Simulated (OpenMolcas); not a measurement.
# A ladder of methods for CH7GaSi (SMILES [CH3][GaH][SiH3])

CH7GaSi has 10 atoms, charge 0, and is taken as a singlet. SMILES: `[CH3][GaH][SiH3]`. Geometry: relaxed at PBE0-D4/def2-TZVP.

```xyz
10

C    -1.1233    1.3941   -0.6192
Ga    0.5615    0.6593    0.0933
Si    0.7867   -1.7053    0.5507
H    -1.9243    0.6566   -0.6704
H    -0.9470    1.7854   -1.6260
H    -1.4542    2.2365   -0.0057
H     1.7596    1.6546    0.3460
H     0.5310   -2.4962   -0.6888
H     2.1250   -2.1009    1.0697
H    -0.2317   -2.1351    1.5533
```

Each level gives the energy change with the C1–H6 bond stretched from 1.093 to 1.421 Å (eV). The values are calculated.

| level | kind | program | value (eV) | less CCSD(T)/6-31G* | CPU time (all runs) |
| --- | --- | --- | --- | --- | --- |
| HF/6-31G* (spherical functions) (unrestricted) | Hartree–Fock | OpenMolcas | 1.13 | +0.18 | 18 s |
| SVWN5/6-31G* (spherical functions) (restricted) | LDA | OpenMolcas | 0.91 | -0.04 | 58 s |
| PBE/6-31G* (spherical functions) (restricted) | GGA | OpenMolcas | 0.91 | -0.04 | 88 s |
| TPSS/6-31G* (spherical functions) (restricted) | meta-GGA | OpenMolcas | 0.94 | -0.01 | 1.8 min |
| PBE0/6-31G* (spherical functions) (restricted) | global hybrid | OpenMolcas | 1.01 | +0.06 | 78 s |
| B2PLYP/6-31G* (spherical functions) (restricted) | double hybrid | OpenMolcas | 1.01 | +0.06 | 52 s |
| MP2/6-31G* (spherical functions) (restricted) | perturbation theory | OpenMolcas | 1.04 | +0.09 | 16 s |
| CCSD(T)/6-31G* (spherical functions) (restricted) | coupled cluster or CI | OpenMolcas | 0.95 | 0.00 | 1.7 min |

Differences are taken from CCSD(T)/6-31G* (spherical functions) (restricted) for orientation; it has basis-set and higher-order errors of its own. All-electron rows without a relativistic Hamiltonian named are non-relativistic. The first shape isn't each level's own minimum. The values span 0.91 to 1.13 eV. In the correlated wave-function rows the outer d shell of Ga is correlated, in sets not made for it. Times are those of the runs behind each value, whatever else they computed, on shared processors of several kinds: orders of magnitude only.

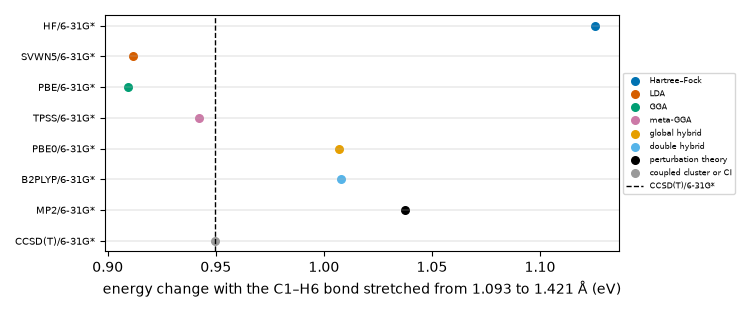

The values of the table, level by level.
